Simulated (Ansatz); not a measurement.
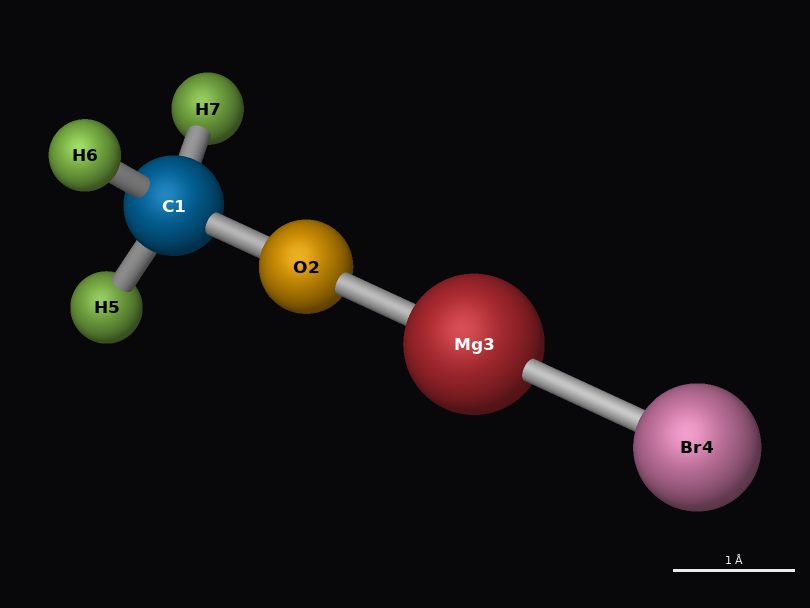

Simulated data, not a measurement (program: Ansatz).

Atoms carry their numbers in the input. Geometry: moved along internal coordinates away from the minimum.

List the bonds and their lengths.

| bond | length (Å) |
| --- | --- |
| C1–O2 | 1.378 |
| C1–H5 | 1.199 |
| C1–H6 | 1.099 |
| C1–H7 | 1.099 |
| O2–Mg3 | 1.749 |
| Mg3–Br4 | 2.326 |
